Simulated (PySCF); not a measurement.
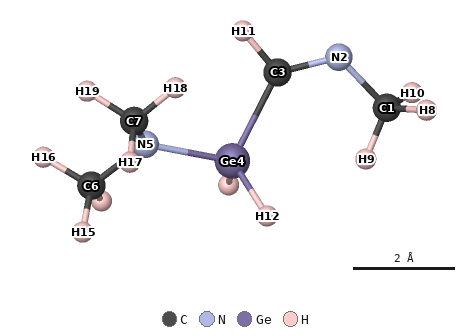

*The structure (ball-and-stick view, seen at a tilt; atoms are numbered from 1 in the order of the input). Sticks mark near contacts.*

Bond lengths as drawn: C–Ge 1.98 Å, C–H 1.10 to 1.11 Å, C–N 1.27 to 1.44 Å, Ge–H 1.54 to 1.55 Å and Ge–N 1.84 Å.

**Excited-state calculation, with input and output: C4H12GeN2**

C4H12GeN2, computed with TDDFT CAM-B3LYP/def2-SVPD, vertical, gas phase, core orbitals frozen in the response (PySCF 2.14.0).

The geometry comes from this level: PBE0-D3(BJ)/def2-SVP. It belongs to a series of runs on one base structure; here: H on Ge replaced by CH=NMe.

## Input file
```
{"job": {"kind": "uv", "xc": "CAM-B3LYP", "basis": "def2-SVPD", "ip": true, "dynamic": false}, "charge": 0, "multiplicity": 1}
C      3.184409    -0.060084     0.014591
N      2.290505     0.192724    -1.076032
C      1.043834     0.030316    -0.933200
Ge     0.026117    -0.573780     0.655692
N     -1.731777    -0.428675     0.135454
C     -2.729327    -1.266080     0.748885
C     -2.220643     0.875297    -0.231811
H      3.747641     0.859525     0.243182
H      2.699253    -0.414204     0.947402
H      3.930319    -0.809507    -0.295197
H      0.411707     0.226088    -1.818747
H      0.354998     0.282629     1.909309
H      0.261150    -2.060189     0.984053
H     -2.314990    -2.258528     0.983080
H     -3.148070    -0.846012     1.689162
H     -3.580307    -1.420975     0.059271
H     -2.579327     1.475062     0.633031
H     -1.437696     1.463582    -0.736345
H     -3.066753     0.788909    -0.938801
```

The first line tells a small driver script what to run in PySCF; the rest is the geometry in Å.

Run on 1 CPU thread, shared host.

Command:
```bash
OMP_NUM_THREADS=1 python <driver script> task.json out
```

## Output
```
coarse grid: 68040 points
cycle   1  E = -2345.5877530067  dE = -1.828e-02  |g| = 5.392e-01  |ddm| = 6.044e+00
cycle   2  E = -2345.5735203415  dE =  1.423e-02  |g| = 6.392e-01  |ddm| = 1.793e+00
cycle   3  E = -2345.6402805484  dE = -6.676e-02  |g| = 7.787e-02  |ddm| = 9.599e-01
cycle   4  E = -2345.6412790018  dE = -9.985e-04  |g| = 4.565e-02  |ddm| = 1.756e-01
cycle   5  E = -2345.6416477568  dE = -3.688e-04  |g| = 7.668e-03  |ddm| = 7.388e-02
cycle   6  E = -2345.6416596957  dE = -1.194e-05  |g| = 4.421e-03  |ddm| = 1.811e-02
cycle   7  E = -2345.6416639151  dE = -4.219e-06  |g| = 6.168e-04  |ddm| = 6.727e-03
final grid: 144320 points
cycle   8  E = -2345.6416615525  dE = -1.680e-07  |g| = 5.474e-04  |ddm| = 6.397e-03
cycle   9  E = -2345.6416615114  dE =  4.112e-08  |g| = 7.596e-04  |ddm| = 1.926e-03
cycle  10  E = -2345.6416616329  dE = -1.214e-07  |g| = 5.773e-05  |ddm| = 9.871e-04
cycle  11  E = -2345.6416616338  dE = -9.522e-10  |g| = 4.218e-05  |ddm| = 1.601e-04
cycle  12  E = -2345.6416616343  dE = -4.452e-10  |g| = 1.442e-05  |ddm| = 1.417e-04
```

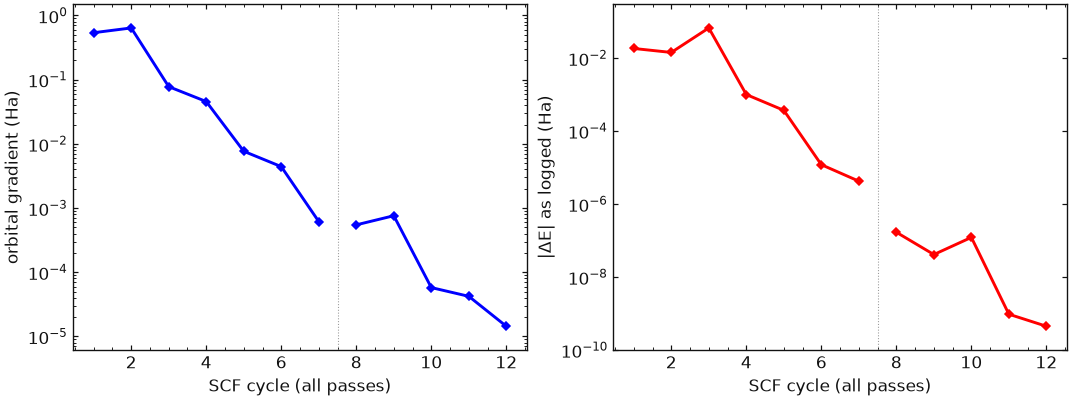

*Convergence of the self-consistent field: orbital gradient and size of the energy change against the SCF cycle. The dotted line marks the change from a coarse to the final integration grid.*

The first 7 cycles use a coarse grid, the final grid takes over at cycle 8, and the field converges after 12 cycles in all.

```
converged SCF energy = -2345.6416616343

Static polarisability (au): isotropic 98.949, principal 80.042 90.871 125.932

Singlet excitations
state   eV       nm        f      main configurations
  1   4.1968    295.4   0.00050   H-1->L 0.67, H->L 0.29
  2   5.3335    232.5   0.01723   H->L 0.66, H-1->L 0.26
  3   5.7331    216.3   0.01911   H->L+1 0.58, H->L+2 0.28
  4   6.1994    200.0   0.02156   H->L+2 0.48, H->L+1 0.29, H->L+6 0.08
  5   6.5035    190.6   0.02285   H->L+3 0.66, H->L+4 0.24
  6   6.6222    187.2   0.00562   H->L+4 0.53, H->L+3 0.21, H-1->L+1 0.18
  7   6.7796    182.9   0.05054   H-1->L+2 0.52, H-1->L+1 0.19
  8   6.9185    179.2   0.03856   H-1->L+1 0.39, H-1->L+2 0.22, H-1->L+4 0.20
  9   7.1714    172.9   0.01207   H->L+5 0.38, H-1->L+3 0.27, H->L+6 0.20
 10   7.2313    171.5   0.04569   H-1->L+3 0.33, H-2->L 0.17, H->L+5 0.17

Triplet excitations (Tamm-Dancoff, eV): 3.4548 4.6445 5.1376 5.5684
Vertical ionisation energy (delta-SCF) = 8.1457 eV
```

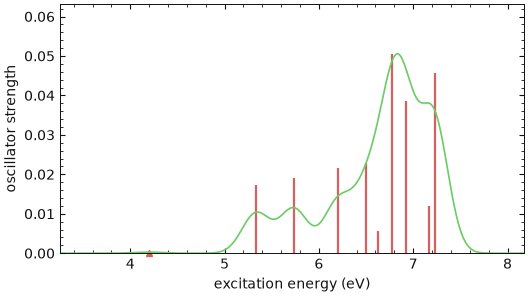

*Computed excitations as sticks (degenerate states added up, dark ones marked on the axis), with a Gaussian envelope of 0.35 eV full width at half maximum, scaled to the tallest.*

Of the 10 states the lowest lies at 4.20 eV (f = 0.001); the strongest line is at 6.78 eV, or 183 nm (f = 0.051).

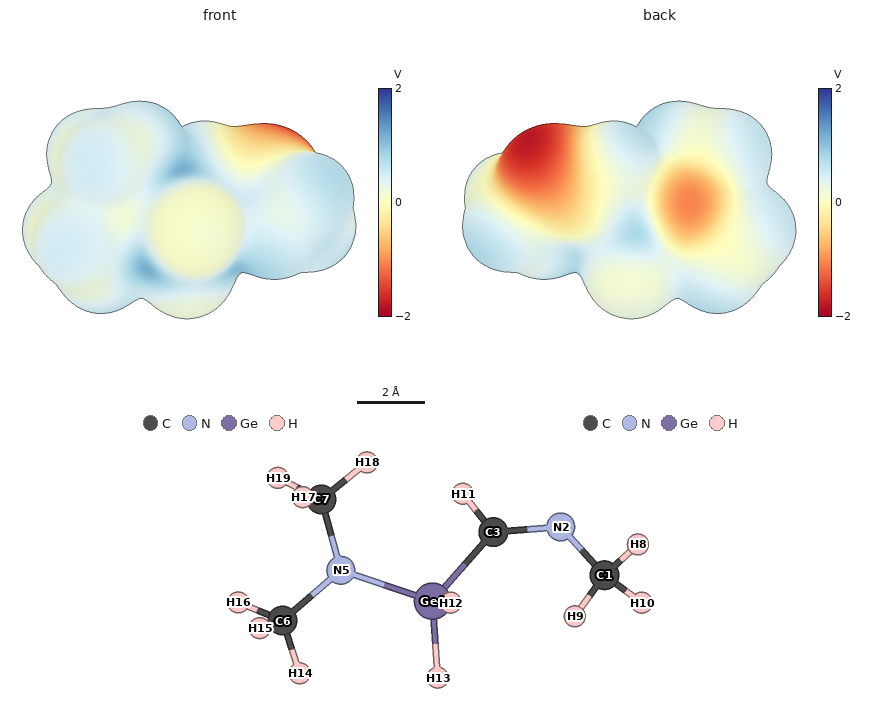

*The electrostatic potential painted on the density surface at 0.002 e/bohr³, seen face on and from behind; the colour scale runs from red (negative) to blue (positive). The bare structure is drawn below in the same view.*

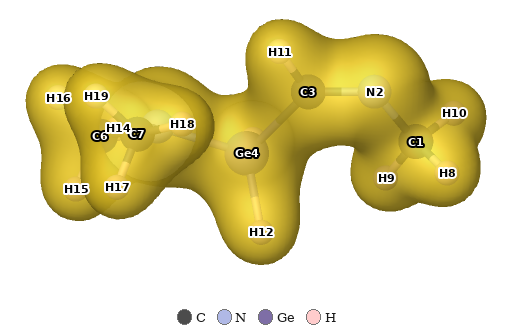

*Isosurface of the electron density at 0.2 e/Å³ (yellow), seen from the side.*

At this value the surface is in one piece. On the grid the lowest density along these lines, outside the cores, is 2.6 e/Å³ (C–N, 1.27 Å), 0.94 e/Å³ (Ge–N, 1.84 Å), 0.85 e/Å³ (C–Ge, 1.98 Å) and 1.9 e/Å³ (C–H, 1.10 Å).

## Key numbers

| quantity | value |
| --- | --- |
| outcome | converged |
| total energy | −2345.641662 hartree |
| HOMO | −7.56 eV |
| LUMO | 0.36 eV |
| dipole moment | 1.58 D |
| mean polarisability | 98.95 a.u. |
| vertical ionisation energy | 8.15 eV |
| lowest singlet excitation | 4.20 eV |
| wall time | 5 min |
| peak memory | 1.5 GiB |

Spin–orbit coupling is left out, which matters for the heavy atoms.
